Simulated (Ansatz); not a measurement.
# AlH3O (triplet): one geometry, many settings at a displaced geometry (v1)

What do other methods and options give for AlH3O (triplet) at this geometry, and how long do they take?

The runs use Ansatz 0.2.0, Gaussian basis; the settings change from run to run.

30 further runs of the same task are left out: 11 for a known fault of the program, 7 that didn't finish, 12 set aside as unsound or not needed.

## (1) The system

The geometry is a PBE0/def2-TZVP stationary point (not a proven minimum) with its atoms shifted at random (size 0.040 Å).

5 atoms, charge 0, spin multiplicity 3.

Atoms are counted from 1 here; the program's logs count them from 0.

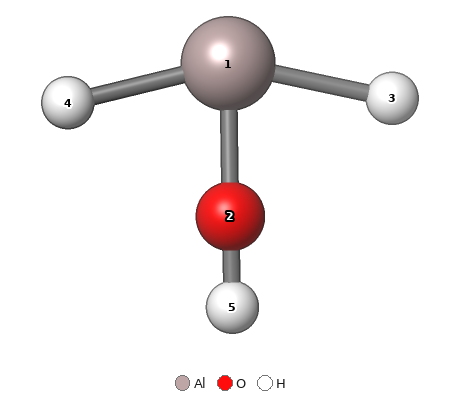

The geometry (aluminium light grey, oxygen red, hydrogen white); atoms are numbered from 1 in the order of the file.

## (2) CISDT/STO-3G

Contents of in.yaml:

```yaml
crystal:
  periodic: [false, false, false]
  atoms:
    - {symbol: Al, position_ang: [0.002624, 0.005175, 0.675064]}
    - {symbol: O, position_ang: [0.001791, -0.010968, -1.041487]}
    - {symbol: H, position_ang: [0.049755, 1.849925, 0.245575]}
    - {symbol: H, position_ang: [-0.053022, -1.816055, 0.275377]}
    - {symbol: H, position_ang: [-0.095406, 0.001707, -2.059837]}
basis:
  gaussian: {orbitals: STO-3G}
magnetization: {spin_polarized: false, initial_magnetization: 2}
correlation: {active_space: {ras: {orbitals: [5, 2, 4], electrons: 12, max_holes: 3, max_particles: 3}, fixed_orbitals: true}}
output: {forces: true}
```

Started as:

```bash
$ ansatz run in.yaml --threads 1 --pin off --events-out ev --progress --plain --max-ram 2393MiB
```

What it wrote:

```text
Functional definition: HF
  name "HF"
  cite "Fock, Z. Phys. 61, 126 (1930) doi:10.1007/BF01340294"
  parent pbe
  exchange = exact_x
  correlation = 0
206 factors; integrals over basis functions are off by at most 3.9e-5 eV
mean field evaluation 1: about -8551.2052 eV, gradient 2.0e1 eV
mean field evaluation 2: about -8551.2614 eV, gradient 2.0e1 eV
mean field evaluation 4: about -8553.2509 eV, gradient 1.5e0 eV
mean field evaluation 8: about -8553.2908 eV, gradient 6.2e-1 eV
mean field evaluation 16: about -8553.3542 eV, gradient 1.2e-3 eV
mean field -8553.35416667 eV, -314.3299679534 hartree, gradient 1.7e-6 eV, S^2 2.000000; 2 other end points of the search recorded, 0 dependent functions left out
reference -8553.35416667 eV, -314.3299679534 hartree; 13, 11 occupied and 4, 6 virtual orbitals, 206 factors
state -8556.34406652 eV, -314.4398447464 hartree
the calculation of the forces begins
Total energy: -8556.34406652 eV, -314.4398447464 hartree
Atom 0 at     0.002624     0.005175     0.675064 Å, force    -0.075237    -0.150977    -0.264878 eV/Å
Atom 1 at     0.001791    -0.010968    -1.041487 Å, force     0.089130     0.024235    -0.167329 eV/Å
Atom 2 at     0.049755     1.849925     0.245575 Å, force    -0.016546    -0.946673    -0.103194 eV/Å
Atom 3 at    -0.053022    -1.816055     0.275377 Å, force     0.040955     1.025067    -0.006916 eV/Å
Atom 4 at    -0.095406     0.001707    -2.059837 Å, force    -0.038302     0.048349     0.542317 eV/Å
Dipole moment:    -0.031732     0.015520    -0.243824 e Å
```

Wall time 0.48 s (1 thread of Arm Neoverse V1, shared host).

From the report: 25,981 determinants.

## (3) NEVPT2(2,8)/def2-SVP

in.yaml, as its differences from that of step 2:

```diff
@@ -9,5 +9,5 @@
 basis:
-  gaussian: {orbitals: STO-3G}
+  gaussian: {orbitals: def2-SVP}
 magnetization: {spin_polarized: false, initial_magnetization: 2}
-correlation: {active_space: {ras: {orbitals: [5, 2, 4], electrons: 12, max_holes: 3, max_particles: 3}, fixed_orbitals: true}}
+correlation: {method: sc_nevpt2, electrons: outside_noble_gas, active_space: {window: {electrons: 2, orbitals: 8}}}
 output: {forces: true}
```

Same command.

What it wrote (excerpt; [...] marks lines left out):

```text
Functional definition: HF
  name "HF"
  cite "Fock, Z. Phys. 61, 126 (1930) doi:10.1007/BF01340294"
  parent pbe
[...]
444 factors; integrals over basis functions are off by at most 1.5e-3 eV
[...]
mean field -8659.28601785 eV, -318.2228916811 hartree, gradient 2.7e-6 eV, S^2 2.000000; 4 other end points of the search recorded, 0 dependent functions left out
reference -8659.28601785 eV, -318.2228916811 hartree; 13, 11 occupied and 34, 36 virtual orbitals, 444 factors
state -8659.30202120 eV, -318.2234797934 hartree
state -8659.30202120 eV, -318.2234797934 hartree; corrected -8666.26926703 eV, -318.4795213552 hartree
WARN: 4 active orbitals are nearly empty or full. The corrections depend on them more than the energy does, and are more stable in an active space without them
[...]
Total energy: -8666.26926703 eV, -318.4795213552 hartree
Atom 0 at     0.002624     0.005175     0.675064 Å, force    -0.017538    -0.575795    -0.533953 eV/Å
Atom 1 at     0.001791    -0.010968    -1.041487 Å, force    -0.276078     0.252464    -2.679022 eV/Å
Atom 2 at     0.049755     1.849925     0.245575 Å, force    -0.010805    -0.299580    -0.070332 eV/Å
Atom 3 at    -0.053022    -1.816055     0.275377 Å, force     0.018208     0.607868     0.270066 eV/Å
Atom 4 at    -0.095406     0.001707    -2.059837 Å, force     0.286213     0.015044     3.013240 eV/Å
Dipole moment:    -0.043039     0.086780    -0.321687 e Å
```

It took 6 s on 1 thread of Arm Neoverse V1, shared host.

From the report: 64 determinants; active occupations 1.00, 1.00, 0.00, 0.00, 0.00, 0.00, 0.00, 0.00. The report marks this result as in doubt.

## (4) CCSD(T) on UHF/cc-pVDZ

Contents of in.yaml:

```yaml
crystal:
  periodic: [false, false, false]
  atoms:
    - {symbol: Al, position_ang: [0.002624, 0.005175, 0.675064]}
    - {symbol: O, position_ang: [0.001791, -0.010968, -1.041487]}
    - {symbol: H, position_ang: [0.049755, 1.849925, 0.245575]}
    - {symbol: H, position_ang: [-0.053022, -1.816055, 0.275377]}
    - {symbol: H, position_ang: [-0.095406, 0.001707, -2.059837]}
basis:
  gaussian: {orbitals: cc-pVDZ}
magnetization: {spin_polarized: true, initial_magnetization: 2}
hamiltonian: {pseudopotentials: {relativity: scalar}}
correlation: {method: ccsd_t, electrons: all}
scf: {lower_state_search: off}
```

The command is unchanged.

What it wrote (excerpt; [...] marks lines left out):

```text
Functional definition: HF
  name "HF"
  cite "Fock, Z. Phys. 61, 126 (1930) doi:10.1007/BF01340294"
  parent pbe
[...]
437 factors; integrals over basis functions are off by at most 1.5e-3 eV
[...]
mean field -8675.49767136 eV, -318.8186589590 hartree, gradient 2.0e-6 eV, S^2 2.055224; 0 other end points of the search recorded, 0 dependent functions left out
reference -8675.49767136 eV, -318.8186589590 hartree; 13, 11 occupied and 34, 36 virtual orbitals, 437 factors
second order -7.22266273 eV of doubles, -0.00000000 eV of singles
cycle   1  -7.39017440 eV  change   -1.7e-1 eV  update   9.4e-2
[...]
cycle  13  -7.82262753 eV  change   -1.1e-5 eV  update   1.9e-5
perturbative correction -0.22719851 eV, -0.0083493914 hartree
Total energy: -8683.54749741 eV, -319.1144846097 hartree
Relativity: scalar
Checks for a lower state left out: stability, starts, cluster_reference, orbital_swaps, neighbouring_geometries, increment
```

It took 4.1 s on 1 thread of Arm Neoverse V1, shared host.

From the report: ⟨S²⟩ of the determinant 2.055 (pure triplet: 2.00); correlation -8.0498 eV; T1 0.019; largest double amplitude 0.10.

## (5) CCSDT(Q)/B on UHF/STO-3G

in.yaml, as its differences from that of step 4:

```diff
@@ -9,6 +9,5 @@
 basis:
-  gaussian: {orbitals: cc-pVDZ}
+  gaussian: {orbitals: STO-3G}
 magnetization: {spin_polarized: true, initial_magnetization: 2}
-hamiltonian: {pseudopotentials: {relativity: scalar}}
-correlation: {method: ccsd_t, electrons: all}
-scf: {lower_state_search: off}
+correlation: {method: ccsdt_q_b, electrons: valence}
+output: {forces: true}
```

Same command.

What it wrote (excerpt; [...] marks lines left out):

```text
Functional definition: HF
  name "HF"
  cite "Fock, Z. Phys. 61, 126 (1930) doi:10.1007/BF01340294"
  parent pbe
[...]
285 factors; integrals over basis functions are off by at most 4.6e-8 eV
[...]
mean field -8553.84945686 eV, -314.3481695322 hartree, gradient 2.1e-6 eV, S^2 2.074916; 3 other end points of the search recorded, 0 dependent functions left out
determinant -8553.84945686 eV, -314.3481695322 hartree, with singles and doubles -8556.33784875 eV, -314.4396162475 hartree
determinant -8552.31401147 eV, -314.2917429550 hartree, with singles and doubles -8554.29514317 eV, -314.3645482018 hartree
6 core orbitals not correlated: weight in the atoms' cores, before any rotation towards them, 0.999 or more for the frozen orbitals, at most 0.000 for the correlated occupied ones
reference -8553.84945686 eV, -314.3481695322 hartree; 7, 5 occupied and 4, 6 virtual orbitals, 285 factors
second order -1.55016090 eV of doubles, -0.00000000 eV of singles
cycle   1  -1.99253042 eV  change   -4.4e-1 eV  update   8.3e-2
[...]
cycle  21  -2.58865652 eV  change    3.8e-7 eV  update   4.0e-7
perturbative correction -0.00346433 eV, -0.0001273116 hartree
[...]
Total energy: -8556.44157771 eV, -314.4434282163 hartree
Atom 0 at     0.002624     0.005175     0.675064 Å, force    -0.075738    -0.135131    -0.183261 eV/Å
Atom 1 at     0.001791    -0.010968    -1.041487 Å, force     0.107311     0.022349    -0.086338 eV/Å
Atom 2 at     0.049755     1.849925     0.245575 Å, force    -0.015994    -0.943843    -0.090447 eV/Å
Atom 3 at    -0.053022    -1.816055     0.275377 Å, force     0.040833     1.006889     0.002613 eV/Å
Atom 4 at    -0.095406     0.001707    -2.059837 Å, force    -0.056412     0.049736     0.357434 eV/Å
Dipole moment:    -0.031712     0.014177    -0.253023 e Å
```

It took 11 s on 1 thread of Arm Neoverse V1, shared host; peak memory 0.27 GiB.

From the report: ⟨S²⟩ of the determinant 2.075 (pure triplet: 2.00); correlation -2.5921 eV; T1 0.042; largest double amplitude 0.10.

## (6) NEVPT2(6,4)/6-31G*

in.yaml, as its differences from that of step 5:

```diff
@@ -9,5 +9,6 @@
 basis:
-  gaussian: {orbitals: STO-3G}
-magnetization: {spin_polarized: true, initial_magnetization: 2}
-correlation: {method: ccsdt_q_b, electrons: valence}
+  gaussian: {orbitals: "6-31G*"}
+magnetization: {spin_polarized: false, initial_magnetization: 2}
+correlation: {method: sc_nevpt2, electrons: outside_noble_gas, active_space: {window: {electrons: 6, orbitals: 4}, states: [{multiplicity: 3, weights: [1, 1, 0.5]}]}}
+scf: {lower_state_search: off}
 output: {forces: true}
```

Same command.

What it wrote (excerpt; [...] marks lines left out):

```text
Functional definition: HF
  name "HF"
  cite "Fock, Z. Phys. 61, 126 (1930) doi:10.1007/BF01340294"
  parent pbe
[...]
720 factors; integrals over basis functions are off by at most 2.3e-7 eV
[...]
mean field -8662.38944815 eV, -318.3369406409 hartree, gradient 1.7e-6 eV, S^2 2.000000; 0 other end points of the search recorded, 0 dependent functions left out
reference -8662.38944815 eV, -318.3369406409 hartree; 13, 11 occupied and 27, 29 virtual orbitals, 720 factors
state -8662.07312026 eV, -318.3253158056 hartree
state -8659.68785487 eV, -318.2376589193 hartree
state -8659.14989686 eV, -318.2178893269 hartree
state -8662.07312026 eV, -318.3253158056 hartree; corrected -8669.24548483 eV, -318.5888953418 hartree
state -8659.68785487 eV, -318.2376589193 hartree; corrected -8666.75238053 eV, -318.4972754488 hartree
state -8659.14989686 eV, -318.2178893269 hartree; corrected -8666.04495724 eV, -318.4712781225 hartree
[...]
Total energy: -8667.60813759 eV, -318.5287239407 hartree
Atom 0 at     0.002624     0.005175     0.675064 Å, force     0.004374     0.094496    -0.157729 eV/Å
Atom 1 at     0.001791    -0.010968    -1.041487 Å, force    -0.754793     0.036661    -3.199784 eV/Å
Atom 2 at     0.049755     1.849925     0.245575 Å, force     0.111830     0.231373     0.341085 eV/Å
Atom 3 at    -0.053022    -1.816055     0.275377 Å, force     0.101263    -0.335450     0.343596 eV/Å
Atom 4 at    -0.095406     0.001707    -2.059837 Å, force     0.537326    -0.027080     2.672833 eV/Å
Dipole moment:    -0.059645    -0.009497    -0.287800 e Å
Checks for a lower state left out: stability, starts, cluster_reference, orbital_swaps, neighbouring_geometries, increment
```

It took 1.5 s on 1 thread of Arm Neoverse V1, shared host.

From the report: 16 determinants; active occupations (of the averaged states) 1.80, 1.60, 1.60, 1.00.

## (7) CCSD on ROHF/cc-pVDZ

in.yaml, as its differences from that of step 6:

```diff
@@ -9,6 +9,6 @@
 basis:
-  gaussian: {orbitals: "6-31G*"}
+  gaussian: {orbitals: cc-pVDZ}
 magnetization: {spin_polarized: false, initial_magnetization: 2}
-correlation: {method: sc_nevpt2, electrons: outside_noble_gas, active_space: {window: {electrons: 6, orbitals: 4}, states: [{multiplicity: 3, weights: [1, 1, 0.5]}]}}
-scf: {lower_state_search: off}
+correlation: {method: ccsd, electrons: outside_noble_gas}
+scf: {lower_state_search: full}
 output: {forces: true}
```

Launched as before.

What it wrote (excerpt; [...] marks lines left out):

```text
Functional definition: HF
  name "HF"
  cite "Fock, Z. Phys. 61, 126 (1930) doi:10.1007/BF01340294"
  parent pbe
[...]
437 factors; integrals over basis functions are off by at most 1.5e-3 eV
[...]
mean field -8663.11579182 eV, -318.3636332787 hartree, gradient 3.2e-6 eV, S^2 2.000000; 9 other end points of the search recorded, 0 dependent functions left out
[...]
6 core orbitals not correlated: weight in the atoms' cores, before any rotation towards them, 1.000 or more for the frozen orbitals, at most 0.000 for the correlated occupied ones
reference -8663.11579182 eV, -318.3636332787 hartree; 7, 5 occupied and 34, 36 virtual orbitals, 437 factors
second order -7.07186747 eV of doubles, -0.15463533 eV of singles
cycle   1  -7.40188018 eV  change   -1.7e-1 eV  update   1.1e-1
[...]
cycle  18  -7.92383249 eV  change    2.3e-7 eV  update   4.5e-7
[...]
Total energy: -8671.03962432 eV, -318.6548287519 hartree
Atom 0 at     0.002624     0.005175     0.675064 Å, force    -0.015083    -0.083704     0.652885 eV/Å
Atom 1 at     0.001791    -0.010968    -1.041487 Å, force    -0.257217     0.092900    -3.532876 eV/Å
Atom 2 at     0.049755     1.849925     0.245575 Å, force     0.006727     0.099808    -0.035773 eV/Å
Atom 3 at    -0.053022    -1.816055     0.275377 Å, force     0.002426    -0.096253     0.060468 eV/Å
Atom 4 at    -0.095406     0.001707    -2.059837 Å, force     0.263147    -0.012751     2.855296 eV/Å
Dipole moment:    -0.042835     0.019956    -0.367367 e Å
```

Wall time 4.8 s (1 thread of Arm Neoverse V1, shared host).

From the report: correlation -7.9238 eV; T1 0.055; largest double amplitude 0.10.

## (8) The runs in one table

Where basis and cores are those of an earlier UCCSDT(Q)/cc-pVDZ run (-8671.3329 eV), and the state is the same kind, the miss against it is given. † marks a result that the program doubts.

```
                                      level         correlated  functions  energy (eV)  from UCCSDT(Q) (meV)    time
                               CISDT/STO-3G  outside noble gas         17   -8556.3441                        0.48 s
                     NEVPT2(2,8)/def2-SVP †  outside noble gas         47   -8666.2693                           6 s
    CCSD(T) on UHF/cc-pVDZ (relativity set)                all         47   -8683.5475                         4.1 s
                   CCSDT(Q)/B on UHF/STO-3G            valence         17   -8556.4416                          11 s
NEVPT2(6,4)/6-31G* (mean of several states)  outside noble gas         40   -8667.6081                         1.5 s
                       CCSD on ROHF/cc-pVDZ  outside noble gas         47   -8671.0396                 293.3   4.8 s
```

## (9) Summary of results

| quantity | value |
| --- | --- |
| runs | 6 |
| quickest | CISDT/STO-3G, 0.48 s |
| slowest | CCSDT(Q)/B on UHF/STO-3G, 11 s |

In words: Total energies in different bases, with other cores or another treatment of relativity can't be set against each other. CCSDT(Q)/B on UHF/STO-3G took 22 times as long as CISDT/STO-3G; the jobs differ in more than the method.
